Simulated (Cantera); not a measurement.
Feed: 1 mol Fe₂O₃, a varied amount of CO, equilibrated at 1077 °C and 24.0 Pa.

Cantera equilibrium calculation (NASA polynomials, part measured and part estimated; ideal gas, pure solids and liquids). Candidate condensed phases: C, Fe, Fe(CO)₅, FeO, Fe₂O₃, Fe₃O₄; 15 gas species. Mutual solubility and eutectic melting of coexisting phases are not modelled. The tables' stoichiometric FeO is somewhat more stable than real wüstite, so its field is too wide. FeO: taken at fixed stoichiometry. Equilibrium is a limit: real reactors are often held back by kinetics, nucleation or transport.

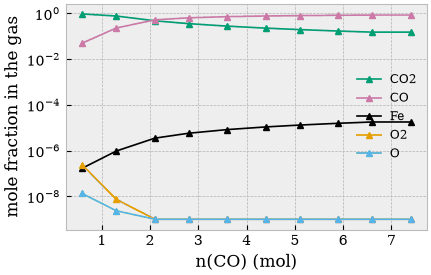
Figure. Equilibrium gas composition (values under 1e-9 drawn at 1e-9)

### Question
Read off the mole fractions at 1.3 mol CO.

### Answer
CO₂ about 0.77, CO about 0.23, Fe about 9.6e-7.
